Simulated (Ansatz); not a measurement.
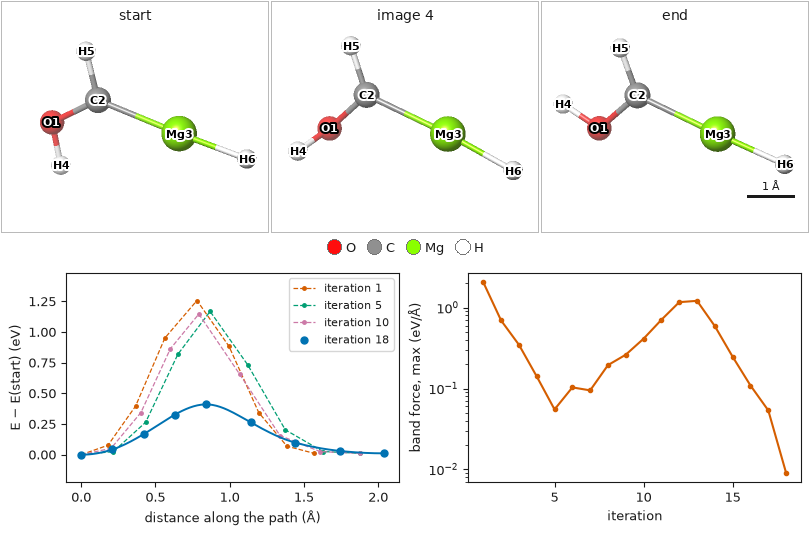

A search for the minimum-energy path of CH3MgO (multiplicity 2) by the nudged elastic band. Images are numbered from 0 (start) to 8 (end). The plot follows the band through its iterations. The picture is a ball-and-stick view, seen at a tilt.

All numbers below come from UKS LDA/def2-SVP in Ansatz. Settings: 7 movable images; climbing image; force threshold 0.05 eV/Å; iteration limit 60; starting path by image-dependent pair potential.

> Judge this run.

The result is final at these settings. The band converged in 18 iterations. The largest component of the band force went from 2.1 to 0.009 eV/Å. The climbing image converged on the top of the path. Its vibrational analysis gives one imaginary mode (753i cm⁻¹), as a transition state must have. The first iteration put the highest image at 1.26 eV. Forward barrier 0.41 eV, backward barrier 0.40 eV, with image 4 at the top; the reaction energy is +0.01 eV.
